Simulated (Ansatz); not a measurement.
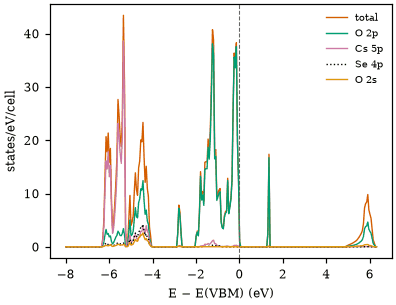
Total and projected density of states of Cs₃Se₂O₈ in space group C2/m (No. 12; Pearson symbol mS26), r²SCAN (plane waves, PAW; program Ansatz)

Question: Which orbitals carry the states next to the gap?

Answer: Top 1 eV of the valence band: O 2p 97 %. Bottom 1 eV of the conduction band: O 2p 96 %. Projections are on Löwdin-orthogonalised atomic valence shells; empty p or d shells of many metals are not among them.

Question: Where is the tallest occupied peak in this window, and what makes it?

Answer: Near -5.3 eV, about 43 states/eV per cell; the largest projected share is Cs 5p.

The workflow started from a Materials Project entry (that database holds measured and hypothetical structures alike); the Crystallography Open Database copy checked does not list it. Its standing as an ambient phase is unchecked. The cell was relaxed with r²SCAN under the symmetry of its start; its stability against distortions is not shown here. Magnetic state: ferromagnetic, the only order run, not a proven ground state. Other orbital occupations within this spin state were not tried. No Hubbard U is applied. Spin–orbit coupling is left out wherever it is not named.

Potentials: the later of the program's two PAW sets.
